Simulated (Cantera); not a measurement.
Feed: 1 mol SiH2Cl2, 0.69 mol NH3, a varied amount of N2, at 552 °C and 64.0 mbar.

Cantera equilibrium calculation (NASA polynomials, part measured and part estimated; ideal gas, pure solids and liquids). Candidate condensed phases: NH4Cl, Si, Si3N4; 28 gas species. The numbers say what is thermodynamically allowed, not how fast it happens.

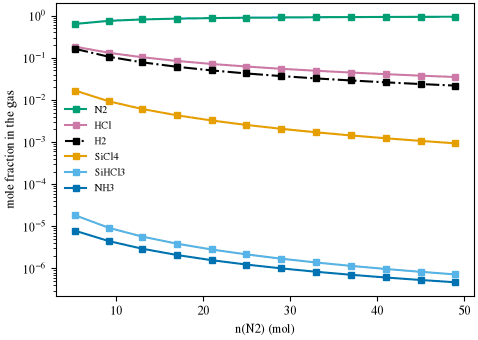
Fig. 1. Equilibrium gas composition (values under 1e-9 drawn at 1e-9)

Question: Read off the mole fractions at 17 mol N2.

Answer: N2 about 0.85, HCl about 0.084, H2 about 0.061, SiCl4 about 0.0043, SiHCl3 about 3.9e-6, NH3 about 2.1e-6.
